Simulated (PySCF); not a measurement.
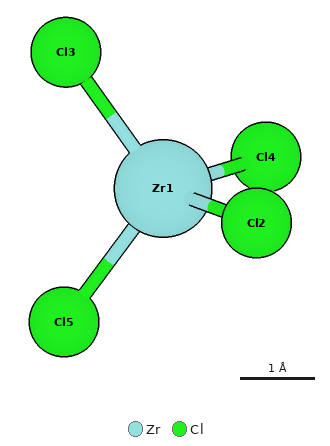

*The structure (ball-and-stick view, seen at a tilt; atoms are numbered from 1 in the order of the input). Sticks mark near contacts.*

Bond lengths as drawn: Cl–Zr 2.32 Å.

Frequency calculation, with input and output: ZrCl$_{4}$

The run: frequency calculation of ZrCl$_{4}$. Method and program: RKS-based PBE0, Zr def2-TZVP with ECP28, Cl def2-TZVP; non-relativistic Hamiltonian with a scalar-relativistic core potential; density fitting (PySCF 2.14.0).

### Output
```
init E= -1887.62261182329
  HOMO = -0.357776336586067  LUMO = -0.0993104549777156  gap/eV = 7.03321
cycle= 1 E= -1887.62261182329  delta_E= 5e-12  |g|= 3.13e-06  |ddm|= 3.51e-06
  HOMO = -0.357776426994561  LUMO = -0.0993115267167913  gap/eV = 7.03319
Extra cycle  E= -1887.62261182327  delta_E= 1.27e-11  |g|= 7.05e-06  |ddm|= 7.51e-06
converged SCF energy = -1887.62261182327
```

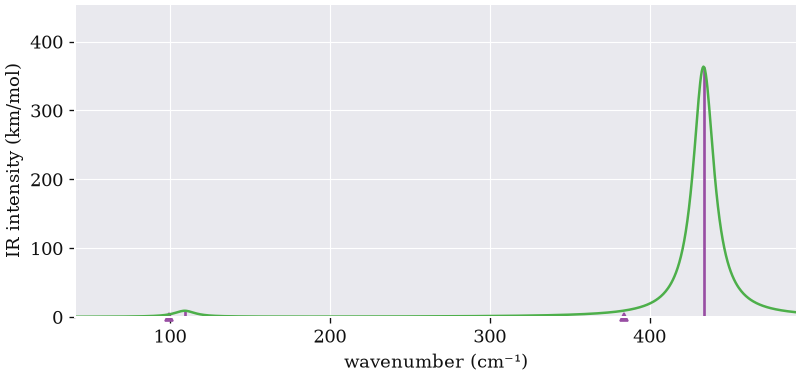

*Harmonic infrared spectrum, unscaled: sticks (degenerate modes added up, dark ones marked on the axis) with a Lorentzian envelope of 16 cm⁻¹ full width, scaled to the tallest stick.*

9 modes from 99 to 434 cm⁻¹, none imaginary. The strongest line is at 434 cm⁻¹ (364 km/mol). All modes, in cm⁻¹ (km/mol): 99 (0.0), 99 (0.0), 109 (2.9), 109 (2.9), 109 (2.9), 384 (0.0), 434 (121), 434 (121), 434 (121).

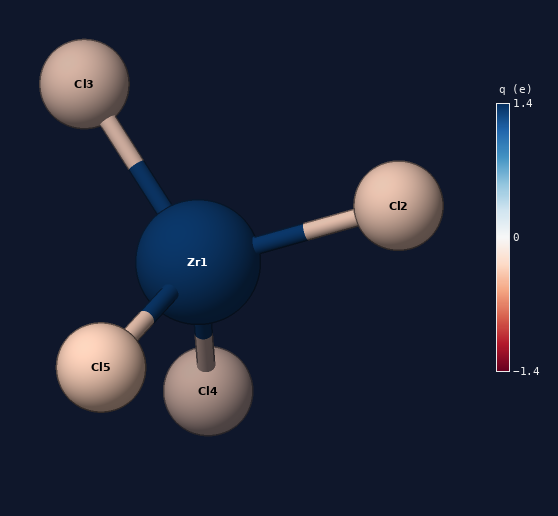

*Mulliken charges, as the colour of each atom (ball-and-stick view, seen at a tilt; atoms are numbered from 1 in the order of the input; Mulliken charges depend strongly on the basis).*

By element: Zr +1.34 and Cl −0.33 e.

The run was set up as follows.

### Input
```python
from pyscf import gto, scf, dft
mol = gto.M(atom='''
Zr    -0.000000    -0.000000    -0.000000
Cl     1.892193     0.000000    -1.337983
Cl    -0.000000     1.892193     1.337983
Cl    -1.892193    -0.000000    -1.337983
Cl    -0.000000    -1.892193     1.337983''',
    basis={'Zr': 'def2-TZVP', 'Cl': 'def2-TZVP'},
    ecp={'Zr': 'def2-TZVP'},
    charge=0, spin=0)
mf = dft.RKS(mol, xc='PBE0')
mf.grids.atom_grid = (75, 302)
aux = {'Zr': 'def2-universal-JKFIT', 'Cl': 'def2-universal-JKFIT'}
mf = mf.density_fit(auxbasis=aux)
mf.conv_tol = 1e-09
mf.diis_space = 10
mf.max_cycle = 60
mf.verbose = 4
mf.kernel()
```

The script is an equivalent of the set-up of the self-consistent field. The run itself was carried out by a driver, which started from the orbitals of the step before it where there was one and computed the further properties.

Command:
```bash
OMP_NUM_THREADS=4 python axn.py task.json out
```

### Key numbers

| quantity | value |
| --- | --- |
| outcome | converged |
| total energy | −1887.622612 hartree |
| HOMO | −9.74 eV |
| LUMO | −2.70 eV |
| zero-point energy | 0.005037 hartree |
| dipole moment | 0.00 D |
| wavenumbers, lowest and highest | 99 and 434 cm⁻¹ |
| hardware | 4 threads of Arm Neoverse V1, 24 GiB of memory available, shared host |
| wall time | 50 s (CPU time 2.8 min) |
| peak memory | 2.1 GiB |
